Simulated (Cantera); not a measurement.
Input: 1 mol Fe2O3, 0.43 mol CH4, 7.1 mol N2, held at 100 Torr.

Equilibrium computed with Cantera from the NASA thermochemical tables; the gas is ideal and each condensed phase is pure. Candidate condensed phases: C, C6H6, C7H8, C8H18, Fe, Fe(CO)5, FeO, Fe(OH)2, Fe(OH)3, Fe2O3, Fe3O4, H2O; 140 gas species. The tables' stoichiometric FeO is somewhat more stable than real wüstite, so its field is too wide. FeO: taken at fixed stoichiometry. The numbers say what is thermodynamically allowed, not how fast it happens.

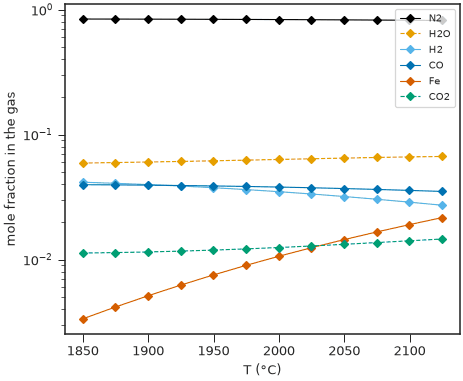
*Equilibrium gas composition (values under 1e-9 drawn at 1e-9)*

From 1850 °C to 2125 °C the condensed part is FeO(l). The main Fe-bearing gas is Fe throughout. The share of Fe in condensed phases is highest at 1850 °C (98.5 %) and lowest at 2125 °C (89.6 %).
